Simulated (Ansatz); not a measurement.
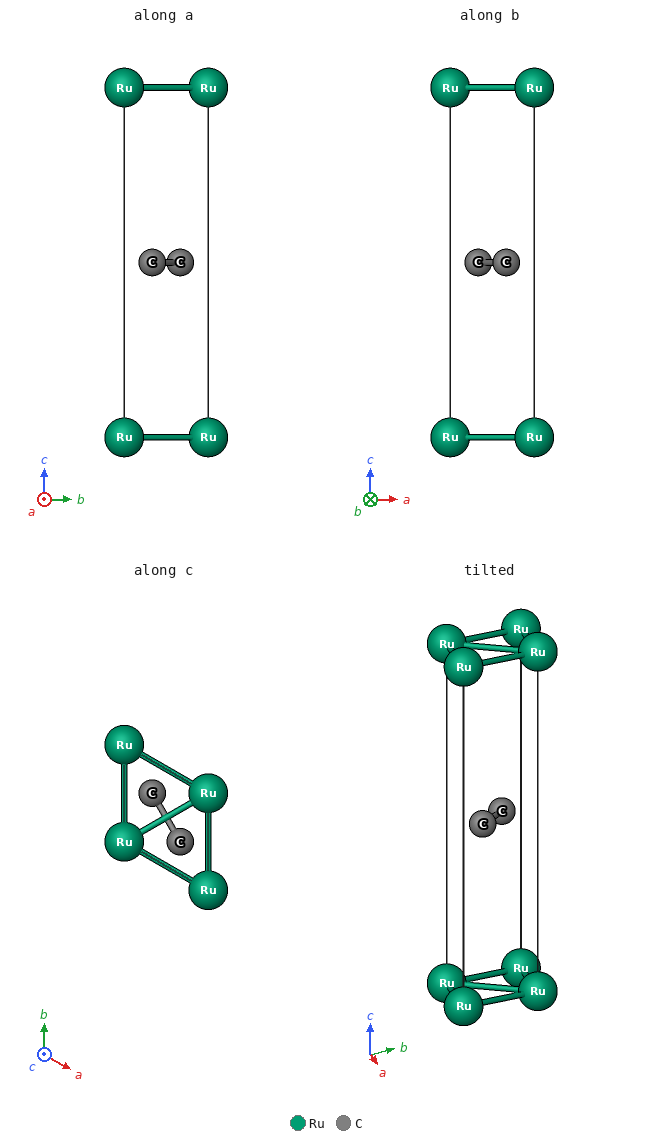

The figure gives a ball-and-stick picture of the atoms, viewed along the a axis, along the b axis, along the c axis and slightly off an axis. Atoms at the boundary of the conventional unit cell (the box) are drawn once for each face, edge or corner they touch.

Lattice parameters: a = 2.4892 Å, b = 2.4892 Å, c = 8.9761 Å, α = 90.000°, β = 90.000°, γ = 120.000°.

Set out the cell and atoms as a CIF with its space group and independent sites.

```cif
data_structure
_symmetry_space_group_name_H-M 'P 6/m m m'
_symmetry_Int_Tables_number 191
_cell_length_a 2.4892
_cell_length_b 2.4892
_cell_length_c 8.9761
_cell_angle_alpha 90.000
_cell_angle_beta 90.000
_cell_angle_gamma 120.000
_cell_volume 48.17
loop_
_atom_site_label
_atom_site_type_symbol
_atom_site_symmetry_multiplicity
_atom_site_Wyckoff_symbol
_atom_site_fract_x
_atom_site_fract_y
_atom_site_fract_z
_atom_site_occupancy
Ru1 Ru 1 a 0.0000 0.0000 0.0000 1
C1 C 2 d 0.3333 0.6667 0.5000 1
```

Provenance: a textbook structure type filled with these elements (whether it is the usual form wasn't checked). Earlier steps of the study may have refined or changed the cell and positions. It was run through Ansatz as a DFT input.
